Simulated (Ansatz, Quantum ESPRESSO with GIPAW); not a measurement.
# LiH: from the crystal structure to its NMR spectrum

Wanted: NMR shieldings for each site of LiH.

Program: Quantum ESPRESSO with GIPAW 8.0dev (patched build). Level of theory: DFT, PBE, plane-wave PAW (pslibrary 1.0.0 recipes), scalar-relativistic, GIPAW; a patched development version of the program. Results are calculated unless marked as measured.

### 1. The starting structure

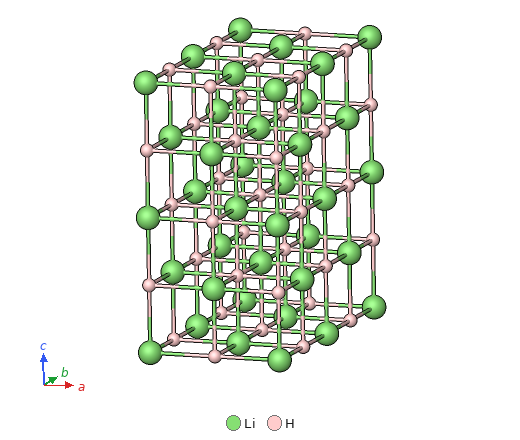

The starting structure, seen slightly off an axis (lithium green, hydrogen pink). 1×2×2 cells are drawn. This picture shows the conventional cell, with its axes. Some periodic images of atoms are drawn too.

The cell is an entry of the Crystallography Open Database; it need not be the form that is stable at ambient conditions.

A relaxation of the atoms beforehand (Quantum ESPRESSO with GIPAW) moved none by more than 0.003 Å.

### 2. The SCF step

First the ground state. The response equations take the occupied wavefunctions as exact, so conv_thr is set much tighter than for an energy. No empty states are asked for: the response is solved without them. The mesh has a spacing of 0.30 Å⁻¹ at most. The PAW files were made with ld1.x from the pslibrary 1.0.0 recipes, with GIPAW reconstruction switched on.

The input, scf.in:

```
&control
  calculation = 'scf'
  prefix = 'x'
  outdir = './tmp/'
  pseudo_dir = './'
/
&system
  ibrav = 0
  nat = 2
  ntyp = 2
  ecutwfc = 55
  ecutrho = 330
  nbnd = 2
/
&electrons
  conv_thr = 1.0d-10
  mixing_beta = 0.7
  electron_maxstep = 100
/
ATOMIC_SPECIES
  Li 6.940 Li.pbe-sl-kjpaw_psl.1.0.0-gipaw.UPF
  H 1.008 H.pbe-kjpaw_psl.1.0.0-gipaw.UPF
CELL_PARAMETERS angstrom
  0.00000000 2.03675000 2.03675000
  2.03675000 0.00000000 2.03675000
  2.03675000 2.03675000 0.00000000
ATOMIC_POSITIONS crystal
  Li 0.00000000 0.00000000 0.00000000
  H 0.50000000 0.50000000 0.50000000
K_POINTS automatic
  9 9 9 0 0 0
```

Started as:

```sh
mpirun -np 4 pw.x -nk 4 -in scf.in > scf.out
```

The program printed:

```text
using ibrav=0 with symmetry is DISCOURAGED, use correct ibrav instead

     bravais-lattice index     =            0
     lattice parameter (alat)  =       5.4432  a.u.
     unit-cell volume          =     114.0354 (a.u.)^3
     number of atoms/cell      =            2
     number of atomic types    =            2
     number of electrons       =         4.00
     number of Kohn-Sham states=            2
     kinetic-energy cutoff     =      55.0000  Ry
     charge density cutoff     =     330.0000  Ry
     scf convergence threshold =      1.0E-10
     mixing beta               =       0.7000
     number of iterations used =            8  plain     mixing
     Exchange-correlation= SLA-PW-PBX-PBC
                           (   1   4   3   4   0   0   0)
[...]
Li                3.00     6.94000     Li( 1.00)
     H                 1.00     1.00800     H ( 1.00)

     48 Sym. Ops., with inversion, found
[...]
number of k points=    35
[...]
Dense  grid:    11575 G-vectors     FFT dimensions: (  32,  32,  32)

     Smooth grid:     6231 G-vectors     FFT dimensions: (  25,  25,  25)

     Initial potential from superposition of free atoms

     starting charge       3.9954, renormalised to       4.0000
     Starting wfcs are    6 randomized atomic wfcs

     Self-consistent Calculation

     iteration #  1     ecut=    55.00 Ry     beta= 0.70
     Davidson diagonalization with overlap
     ethr =  1.00E-02,  avg # of iterations =  1.7

     total energy              =     -16.25892372 Ry
     estimated scf accuracy    <       0.05952672 Ry

     iteration #  2     ecut=    55.00 Ry     beta= 0.70
     Davidson diagonalization with overlap
     ethr =  1.49E-03,  avg # of iterations =  2.3

     total energy              =     -16.26939716 Ry
     estimated scf accuracy    <       0.00013550 Ry

     iteration #  3     ecut=    55.00 Ry     beta= 0.70
     Davidson diagonalization with overlap
     ethr =  3.39E-06,  avg # of iterations =  8.3

     total energy              =     -16.27140508 Ry
     estimated scf accuracy    <       0.00019097 Ry

[...]
total energy              =     -16.27141795 Ry
[...]
iteration # 17     ecut=    55.00 Ry     beta= 0.70
     Davidson diagonalization with overlap
     ethr =  2.52E-12,  avg # of iterations =  2.5

     total energy              =     -16.27141795 Ry
     estimated scf accuracy    <          1.1E-10 Ry

     iteration # 18     ecut=    55.00 Ry     beta= 0.70
     Davidson diagonalization with overlap
     ethr =  2.52E-12,  avg # of iterations =  1.0

     End of self-consistent calculation
     [one-electron energies left out]

!    total energy              =     -16.27141795 Ry
     total all-electron energy =       -16.271421 Ry
     estimated scf accuracy    <          2.2E-11 Ry

     The total energy is the sum of the following terms:
     one-electron contribution =      -8.96935639 Ry
     hartree contribution      =       3.77518876 Ry
     xc contribution           =      -4.36064152 Ry
     ewald contribution        =      -6.80545381 Ry
     one-center paw contrib.   =       0.08884500 Ry

     convergence has been achieved in  18 iterations
[...]
JOB DONE.
```

It took 1.9 s on 4 MPI ranks of Arm Neoverse V2, shared host; peak memory 0.19 GiB.

It converged in 18 cycles to an estimated accuracy of 2e-11 Ry, on 35 irreducible k-points.

### 3. GIPAW: job nmr

A uniform field breaks periodicity, so gipaw.x applies it as a wave of small q and takes the limit. It solves for the first-order states, builds the induced current and gets the field at each nucleus by Biot–Savart; the PAW spheres add what the smooth waves miss near the nuclei. pawproj makes the reconstruction use the PAW data sets' own projectors.

The input, nmr.in:

```
&inputgipaw
  job = 'nmr'
  prefix = 'x'
  tmp_dir = './tmp/'
  restart_mode = 'from_scratch'
  verbosity = 'low'
  q_gipaw = 0.01
  spline_ps = .true.
  conv_threshold = 1.0d-14
  use_nmr_macroscopic_shape = .false.
  pawproj(1) = .true.
  pawproj(2) = .true.
/
```

Started as:

```sh
mpirun -np 4 gipaw.x -in nmr.in > nmr.out
```

The program printed:

```text
[banner, memory and clock lines left out]
[a note of our patched build left out]

     Parallelizing q-star over 1 images

     IMPORTANT: XC functional enforced from input :
     Exchange-correlation= PBE
                           (   1   4   3   4   0   0   0)
     Any further DFT definition will be discarded
     Please, verify this is what you really want

[...]
projs nearly linearly dependent: l=0  n1,n2= 1, 2  s=  0.99968852
[...]
alpha_pv=     88.5194 eV

     spline_ps is .false., expect some extrapolation errors

     q-space interpolation up to    66.00 Rydberg

     GIPAW job: nmr
     NMR macroscopic correction: no
[...]
Computing the magnetic susceptibility     isolve=0    ethr=  0.1000E-13
     Starting from scratch
     k-point #    1 of    35      pool #  1    cpu time:       0.2
[...]
End of magnetic susceptibility calculation

     f-sum rule (1st term):
            -2.8561          0.0000          0.0000
             0.0000         -2.8561          0.0000
             0.0000          0.0000         -2.8561

     f-sum rule (2nd term):
             0.0225          0.0000         -0.0000
            -0.0000          0.0225         -0.0000
            -0.0000         -0.0000          0.0225

     f-sum rule (should be    -2.8326):
            -2.8336          0.0000          0.0000
             0.0000         -2.8336          0.0000
             0.0000          0.0000         -2.8336

[... susceptibilities left out ...]
     Contributions to the NMR chemical shifts: -------------------------------

     Macroscopic shape contribution in ppm:                    0.00
             0.0000          0.0000          0.0000
             0.0000          0.0000          0.0000
             0.0000          0.0000          0.0000

     Core contribution in ppm:

     Atom  1  Li  pos: (  0.000000  0.000000  0.000000)  core sigma:           0.00
     Atom  2  H   pos: (  0.707107  0.707107  0.707107)  core sigma:           0.00

     Bare contribution in ppm:

     Atom  1  Li  pos: (  0.000000  0.000000  0.000000)  bare sigma:          16.55
[...]
Atom  2  H   pos: (  0.707107  0.707107  0.707107)  bare sigma:          21.88
[...]
Diamagnetic contribution in ppm:

     Atom  1  Li  pos: (  0.000000  0.000000  0.000000)  dia sigma:          70.45
[...]
Atom  2  H   pos: (  0.707107  0.707107  0.707107)  dia sigma:           0.98
[...]
Paramagnetic contribution in ppm:

     Atom  1  Li  pos: (  0.000000  0.000000  0.000000)  para sigma:          -1.82
[...]
Atom  2  H   pos: (  0.707107  0.707107  0.707107)  para sigma:           0.00
[...]
Paramagnetic US occ-occ contribution in ppm:

     Atom  1  Li  pos: (  0.000000  0.000000  0.000000)  para_oo sigma:          -0.00
[...]
Atom  2  H   pos: (  0.707107  0.707107  0.707107)  para_oo sigma:           0.00
[...]
Paramagnetic US L_R Q_R contribution in ppm:

     Atom  1  Li  pos: (  0.000000  0.000000  0.000000)  para_lq sigma:          -0.16
[...]
Atom  2  H   pos: (  0.707107  0.707107  0.707107)  para_lq sigma:           0.00
[...]
Total NMR chemical shifts in ppm: ---------------------------------------
     (adopting the Simpson convention for anisotropy and asymmetry)-----------

     Atom  1  Li  pos: (  0.000000  0.000000  0.000000)  Total sigma:          85.02
            85.0220          0.0000          0.0000
             0.0000         85.0220         -0.0000
             0.0000          0.0000         85.0220

     Li      1    anisotropy:      0.00    eta:    0.0000
[...]
Atom  2  H   pos: (  0.707107  0.707107  0.707107)  Total sigma:          22.85
            22.8543         -0.0000          0.0000
             0.0000         22.8543          0.0000
             0.0000          0.0000         22.8543

     H       2    anisotropy:      0.00    eta:    0.0000
[...]
```

The job ended after 7.9 s (4 MPI ranks; peak memory 0.19 GiB; 31 s of CPU time).

The f-sum rule is met to 0.0010 of 2.8 (0.04 %). Converged shieldings require that this miss be small, but a small miss does not prove them.

From the symmetric part of each tensor, with principal values σ11 ≤ σ22 ≤ σ33: σ_iso is their mean, the span is σ33 − σ11 and the skew 3(σ_iso − σ22)/span. (gipaw.x prints an anisotropy in another convention.)

| site | atom no. | atoms in cell | σ_iso (ppm) | span (ppm) | skew |
| --- | --- | --- | --- | --- | --- |
| Li | 1 | 1 | 85.02 | 0.00 | - |
| H | 2 | 1 | 22.85 | 0.00 | - |

The macroscopic shape term is switched off. For a spherical sample the valence susceptibility of this run would add about 4 ppm to every site, a rough estimate, since the susceptibility converges slowly and lacks part of the PAW terms. Differences within the crystal don't depend on it, but shieldings of different compounds can't be compared to better than a few ppm without it.

Li and H sit on cubic site symmetry, where the tensor must be isotropic.

The quadrupolar nuclei (7Li and 2H) sit on sites where the field gradient vanishes by symmetry, so they have no quadrupolar coupling.

### 4. Sites, surroundings and shifts

A shielding is counted from the bare nucleus and a shift from a reference compound, with the opposite sign. Here the reference is a mean over several measured solids, with the slope held at one.

Shifts follow from reference lines fitted to measured solids with this functional and these files. 7Li: δ = (88.06 − σ), zero at aqueous Li+, fitted to 5 measured values, from Li2O, Li2S, LiBr, LiCl and LiF, with a scatter of 1.1 ppm r.m.s., with σ taken with the shape term of a sphere (3.8 ppm here). Kinds of site that fitted badly were split off after the misses were seen, so the scatter is that of the points kept.

Covalently bonded atoms count as neighbours within 1.18 times the sum of their radii. Otherwise a cation's neighbours lie within 1.2 times its shortest bond (1.3 for large cations, each anion's radius taken off where they differ), and an anion's are the cations that count it.

| site | atom no. | atoms in cell | surroundings | bonds (Å) | δ_iso (ppm) |
| --- | --- | --- | --- | --- | --- |
| Li | 1 | 1 | LiH6 | 2.037 | -0.78 |
| H | 2 | 1 | bound to Li6 | 2.037 | - |

Simulated spectrum, 7Li fast MAS, 7.05 T (116.7 MHz), lines broadened by 0.5 ppm; rigid lattice, with dipolar and J couplings and satellite transitions left out: a single narrow line at -0.77 ppm.

### 5. What the settings change

Each row names what was changed: another mesh tests the sampling of the zone; another cutoff tests the basis; another functional shows how far the paramagnetic term hangs on the exchange-correlation form.

Changes of σ_iso (ppm) against the run above (PBE, cutoffs 55 and 330 Ry, mesh 9×9×9, 38 s). Times are CPU times of pw.x and gipaw.x together, on 4 MPI ranks of Arm Neoverse V2, shared host; on a shared host they are rough. A run is marked as doubtful where the f-sum miss passes 0.015 electrons, or that much for each three atoms in larger cells (with Tl, Pb, Hg, Bi or Sn a third of that, or a mesh spacing over 0.26 Å⁻¹), or where the susceptibility is unphysically large.

| run | CPU time | f-sum miss | Li | H |
| --- | --- | --- | --- | --- |
| mesh 12×12×12 | 69 s | 1.0e-4 | +0.00 | -0.01 |
| cutoffs 40 and 330 Ry (coarse on purpose) | 33 s | 0.0016 | +0.05 | -0.09 |
| mesh 6×6×6 (marked) | 20 s | 0.018 | -0.19 | +0.15 |
| Wu-Cohen | 35 s | 0.0014 | -0.18 | -0.44 |
| cutoffs 70 and 420 Ry | 51 s | 0.0011 | -0.02 | +0.02 |

The largest move is -0.44 ppm, on H, from Wu-Cohen.

### 6. A bad input

For contrast, the same job on a spoilt input.

Changes to scf.in since step 2:

```diff
@@ -10,4 +10,4 @@
   ntyp = 2
-  ecutwfc = 55
-  ecutrho = 330
+  ecutwfc = 25
+  ecutrho = 300
   nbnd = 2
```

Started as:

```sh
mpirun -np 4 pw.x -nk 4 -in scf.in > scf.out
```

This SCF reached its threshold; then the response:

nmr.in is that of step 3.

Started as:

```sh
mpirun -np 4 gipaw.x -in nmr.in > nmr.out
```

The program printed:

```text
[banner, memory and clock lines left out]
[a note of our patched build left out]

     Parallelizing q-star over 1 images

     IMPORTANT: XC functional enforced from input :
     Exchange-correlation= PBE
                           (   1   4   3   4   0   0   0)
     Any further DFT definition will be discarded
     Please, verify this is what you really want

[...]
projs nearly linearly dependent: l=0  n1,n2= 1, 2  s=  0.99968852
[...]
alpha_pv=     89.3005 eV

     spline_ps is .false., expect some extrapolation errors

     q-space interpolation up to    30.00 Rydberg

     GIPAW job: nmr
     NMR macroscopic correction: no
[...]
Computing the magnetic susceptibility     isolve=0    ethr=  0.1000E-13
     Starting from scratch
     k-point #    1 of    35      pool #  1    cpu time:       0.2
[...]
End of magnetic susceptibility calculation

     f-sum rule (1st term):
            -2.8132         -0.0000          0.0000
             0.0000         -2.8132          0.0000
[...]
Paramagnetic contribution in ppm:

     Atom  1  Li  pos: (  0.000000  0.000000  0.000000)  para sigma:          -1.66
[...]
Atom  2  H   pos: (  0.707107  0.707107  0.707107)  para sigma:           0.00
[...]
Paramagnetic US occ-occ contribution in ppm:

     Atom  1  Li  pos: (  0.000000  0.000000  0.000000)  para_oo sigma:          -0.00
[...]
Atom  2  H   pos: (  0.707107  0.707107  0.707107)  para_oo sigma:           0.00
[...]
Paramagnetic US L_R Q_R contribution in ppm:

     Atom  1  Li  pos: (  0.000000  0.000000  0.000000)  para_lq sigma:          -0.15
[...]
Atom  2  H   pos: (  0.707107  0.707107  0.707107)  para_lq sigma:           0.00
[...]
Total NMR chemical shifts in ppm: ---------------------------------------
     (adopting the Simpson convention for anisotropy and asymmetry)-----------

     Atom  1  Li  pos: (  0.000000  0.000000  0.000000)  Total sigma:          83.84
[...]
Li      1    anisotropy:      0.00    eta:    0.0000
[...]
Atom  2  H   pos: (  0.707107  0.707107  0.707107)  Total sigma:          22.98
[...]
H       2    anisotropy:     -0.00    eta:    0.0000
[...]
```

It took 4.7 s on 4 MPI ranks; peak memory 0.19 GiB; 19 s of CPU time.

The run ends without an error, but the fault (a cutoff far too low) moves σ_iso of Li by -1.2 ppm (both without the shape term); the f-sum rule is missed by 0.0043 electrons. Its numbers are not to be used. The PAW projectors and the first-order states are not held by so few waves.

### 7. Summary of results

| Item | Value |
| --- | --- |
| 7Li shift | -0.78 ppm |
| 1H shielding without shape term | 22.85 ppm |

In words: 7Li has one site (LiH6), with isotropic shift -0.78 ppm. Going to mesh 12×12×12 changes no isotropic shielding by more than 0.008 ppm, so the main run is converged in that respect. Going to cutoffs 70 and 420 Ry changes no isotropic shielding by more than 0.02 ppm, so the main run is converged in that respect. The largest change with the functional is 0.4 ppm in absolute shielding; part of that drops out once each functional has its own reference line. Hydrogen's values are less sure: the bulk susceptibility matters on its narrow scale, and it is treated as a fixed classical nucleus at 0 K. This build of gipaw.x prints that it is not audited and that its numbers are no references by themselves. It also reports spline_ps as false although the input sets it; why was not traced. pw.x warned of eigenvalues not converged in some cycles of 2 ground-state runs, which then met the threshold. 1 further run of this session failed or came with warnings and is not shown (1 ended with a warning from the program).

[Banner, clock, file and message-heading lines were taken out of the pw.x and gipaw.x logs.]

[Logs are printed without paths, hosts, clocks, repeated set-up lines and the standing remarks that a program may print on its own settings, such as how far it seeks lower states.]

[Hosts, paths, dates, database ids (printed as entryN), source tags and the programs' standing remarks are cut or masked in the printed files.]

[Where no reference line passes its bar on scatter, no shift is given, so a measured shift of this compound may stand uncompared.]
